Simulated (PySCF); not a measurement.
# quartet C2HCl2Si at 6 levels

Aim: a comparison of 6 runs (U-revPBE/cc-pVDZ, UM06-L/cc-pVDZ, UPBE/cc-pVDZ, UPBE0/cc-pVDZ, UTPSS/cc-pVDZ, UCCSD(T)/cc-pVDZ) of quartet C2HCl2Si. 

Program for the calculation: PySCF 2.14.0.

1 further run of the same task is left out (set aside as unsound or not needed).

### Step 1. Starting point

C2HCl2Si: 6 atoms, total charge 0, spin state quartet. As SMILES of the parent species, `C#C[Si](Cl)Cl`. The coordinates come from a PBE0-D4/def2-TZVP relaxation. That shape belongs to the parent species and isn't relaxed for this state.

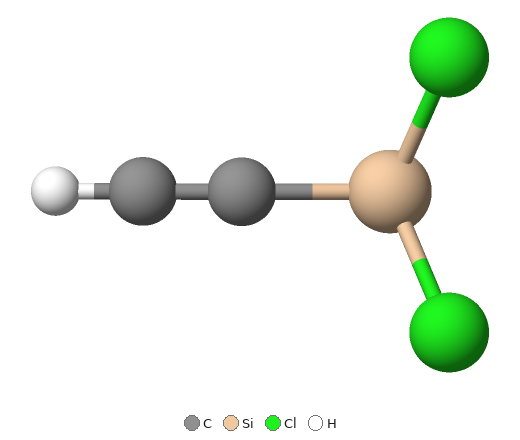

Viewed from a chosen angle; carbon grey, silicon light orange, chlorine green, hydrogen white.

### Step 2. The energy at U-revPBE/cc-pVDZ (run 1)

Contents of run.py:

```python
from pyscf import gto, dft

mol = gto.M(
    atom=[
    ('C', (1.324500, 0.483500, 1.111500)),
    ('C', (0.521500, 0.095400, 0.297200)),
    ('Si', (-0.504400, -0.583800, -1.021800)),
    ('Cl', (-1.914000, -1.830600, -0.226100)),
    ('Cl', (-1.406000, 0.937000, -2.046300)),
    ('H', (2.020400, 0.834500, 1.839400)),
],
    basis='cc-pvdz',
    max_memory=1860,
    spin=3,
    verbose=3,
)

calc0 = dft.UKS(mol, xc='revpbe')
calc0.conv_tol = 1e-10
calc0.grids.level = 5
calc0.kernel()
if not calc0.converged:
    calc0 = calc0.newton().run(calc0.mo_coeff, calc0.mo_occ)

etot = calc0.e_tot
print(f'total energy: {etot:.8f} hartree')
```

Started as:

```bash
$ OMP_NUM_THREADS=1 python run.py
```

The program printed:

```text
WARN: HOMO -0.0926915742340571 >= LUMO -0.335082277723804

WARN: HOMO -0.0492609770805141 >= LUMO -0.10926008845759

WARN: HOMO -0.0703996445756316 >= LUMO -0.241509630226187

WARN: HOMO -0.0888351565198149 >= LUMO -0.248801546714838

WARN: HOMO -0.0935227467181781 >= LUMO -0.248180931604379

WARN: HOMO -0.0962087509098128 >= LUMO -0.245973721424495

WARN: HOMO -0.0962743920332687 >= LUMO -0.243735912688791

WARN: HOMO -0.0974868401260736 >= LUMO -0.24385400810421

WARN: HOMO -0.0972866565455885 >= LUMO -0.243324016449738

WARN: HOMO -0.0973490756385336 >= LUMO -0.243306731471565

WARN: HOMO -0.0973502034141704 >= LUMO -0.243296268361013

WARN: HOMO -0.0973463902087457 >= LUMO -0.243294209734737

WARN: HOMO -0.0973476901624273 >= LUMO -0.243296870859196

WARN: HOMO -0.0973470561195078 >= LUMO -0.243295817762124

WARN: HOMO -0.0973474769740821 >= LUMO -0.243296723128811

converged SCF energy = -1286.27274050151  <S^2> = 3.7568073  2S+1 = 4.0034022
total energy: -1286.27274050 hartree
```

It took 43 s on 1 thread of Arm Neoverse V1, shared host; peak memory 0.48 GiB.

### Step 3. A single-point energy at UM06-L/cc-pVDZ (run 2)

Contents of input.py:

```python
from pyscf import gto, dft

mol = gto.Mole()
mol.atom = '''
C      2.502942     0.913683     2.100431
C      0.985492     0.180280     0.561627
Si    -0.953178    -1.103222    -1.930922
Cl    -3.616936    -3.459333    -0.427267
Cl    -2.656955     1.770673    -3.866947
H      3.818003     1.576976     3.475962
'''
mol.verbose = 4
mol.basis = 'cc-pvdz'
mol.spin = 3
mol.unit = 'bohr'
mol.charge = 0
mol.max_memory = 1860
mol.build()

calc0 = dft.UKS(mol, xc='m06-l')
calc0.grids.level = 5
calc0.conv_tol = 1e-10
calc0.kernel()
if not calc0.converged:
    calc0 = calc0.newton().run(calc0.mo_coeff, calc0.mo_occ)

e_final = calc0.e_tot
print(f'total energy: {e_final:.8f} hartree')
```

Started as:

```bash
$ OMP_NUM_THREADS=1 python input.py
```

The program printed:

```text
PySCF version 2.14.0

[... 61 lines left out ...]
[... the frontier-level lines of each cycle are left out ...]
[... 17 lines left out ...]
[... 17 lines left out ...]
[... 17 lines left out ...]
[... 17 lines left out ...]
[... 1 line left out ...]
cycle= 14 E= -1286.50567148802  delta_E= -1.38e-10  |g|= 6.59e-06  |ddm|= 2.51e-05


cycle= 15 E= -1286.50567148806  delta_E= -4.12e-11  |g|= 2e-06  |ddm|= 1.26e-05


Extra cycle  E= -1286.50567148806  delta_E= -6.59e-12  |g|= 2.97e-06  |ddm|= 5.36e-06
converged SCF energy = -1286.50567148806  <S^2> = 3.7614953  2S+1 = 4.0057435
total energy: -1286.50567149 hartree
```

It took 94 s on 1 thread of Arm Neoverse V1, shared host; peak memory 0.51 GiB.

Runs 3 to 5 aren't shown in full; the table further down has their settings and results.

### Step 4. The energy at UCCSD(T)/cc-pVDZ (run 6)

Contents of input.py:

```python
from pyscf import gto, scf, cc

mol = gto.M(
    atom='''
C      1.324500     0.483500     1.111500
C      0.521500     0.095400     0.297200
Si    -0.504400    -0.583800    -1.021800
Cl    -1.914000    -1.830600    -0.226100
Cl    -1.406000     0.937000    -2.046300
H      2.020400     0.834500     1.839400
''',
    spin=3,
    verbose=3,
    max_memory=1860,
    basis='cc-pvdz',
)

mf = scf.UHF(mol)
mf.conv_tol = 1e-10
mf.kernel()
if not mf.converged:
    mf = mf.newton().run(mf.mo_coeff, mf.mo_occ)

mycc = cc.CCSD(mf, frozen=17)
mycc.kernel()
e_t = mycc.ccsd_t()
e_tot = mycc.e_tot + e_t
print('E = %.10f Eh' % e_tot)
```

Started as:

```bash
$ OMP_NUM_THREADS=1 python input.py
```

The program printed:

```text
WARN: HOMO 0.0451227071502345 >= LUMO -0.314672080356091

converged SCF energy = -1284.11495994249  <S^2> = 3.7882756  2S+1 = 4.0190922
E(UCCSD) = -1284.699275238442  E_corr = -0.5843152959525545
UCCSD(T) correction = -0.0184140867614855
E = -1284.7176893252 Eh
```

Wall time 2.8 min (1 thread of Arm Neoverse V1, shared host); peak memory 1.1 GiB.

### Step 5. All runs side by side

```
run             level  integration grid  frozen core orbitals   energy (Eh)  dipole moment (D) of the reference  HOMO energy (eV)   ⟨S²⟩  wall time
  1  U-revPBE/cc-pVDZ                 5                     –  -1286.272741                                2.25             -2.65  3.757       43 s
  2    UM06-L/cc-pVDZ                 5                     –  -1286.505671                                2.67             -2.92  3.761       94 s
  3      UPBE/cc-pVDZ                 5                     –  -1285.895831                                2.18             -2.66  3.756       43 s
  4     UPBE0/cc-pVDZ                 5                     –  -1286.007011                                2.69             -3.95  3.759       44 s
  5     UTPSS/cc-pVDZ                 5                     –  -1286.600328                                2.44             -2.80  3.759       91 s
  6  UCCSD(T)/cc-pVDZ                 –                    17  -1284.717689                                2.96             -6.84  3.788    2.8 min
```

### Step 6. Summary of results

| quantity | value |
| --- | --- |
| run 6: total energy | -1284.71769 Eh |
| run 6: dipole moment (Hartree–Fock density) | 2.96 D |
| run 6: HOMO energy (Hartree–Fock orbitals) (highest over α and β) | -6.84 eV |
| run 6: LUMO energy (Hartree–Fock orbitals) (lowest over α and β) | -0.21 eV |
| run 6: correlation energy (17 core orbitals frozen) | -602.7 mEh |
| run 6: (T) correction | -18.41 mEh |
| run 6: ⟨S²⟩ of the reference determinant | 3.788 |
| run 6: T1 diagnostic | 0.017 |

**Reading.** Over runs 1, 2, 3, 4, 5 the dipole moment (its size) runs from 2.18 D (UPBE/cc-pVDZ) to 2.69 D (UPBE0/cc-pVDZ). Totals of different functionals can't be ranked against each other. All runs together took 8 min, the longest 2.8 min.
